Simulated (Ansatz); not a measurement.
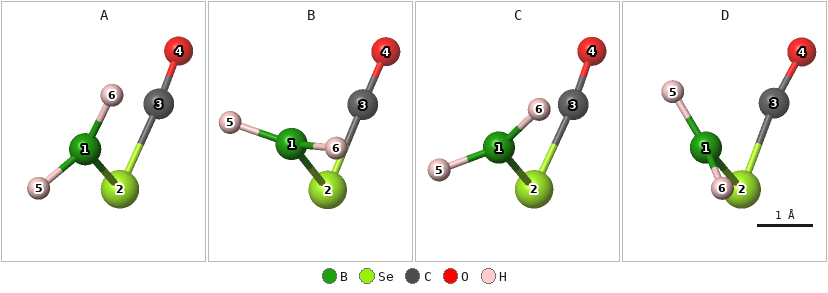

4 geometries from a converged minimum-energy path of CH$_{2}$BOSe (charge +1), shuffled. The picture is a ball-and-stick view, seen from a free direction.

All numbers below come from RKS B3LYP-D4/def2-SVP (Ansatz 0.2.0). Set-up: 7 movable images; climbing image; force threshold 0.05 eV/Å; iteration limit 49; starting path by image-dependent pair potential.

Which frame is the transition state?

Answer. B. In order along the path, whose images run from 0 to 8: A (image 1, +1.7 kcal/mol), C (image 2, +6.1 kcal/mol), B (image 4, +12.6 kcal/mol), D (image 6, +6.1 kcal/mol). The motion is a rotation about the B1–Se2 bond by about 180°. No bond forms or breaks between the ends. Among the angles between lasting bonds that change up to the highest image: Se2–B1–H6 119.5° → 113.0°, Se2–B1–H5 109.7° → 113.1°.

The run took 2.3 min on 1 thread of Arm Neoverse V2, on a shared host, peak memory 0.17 GiB.
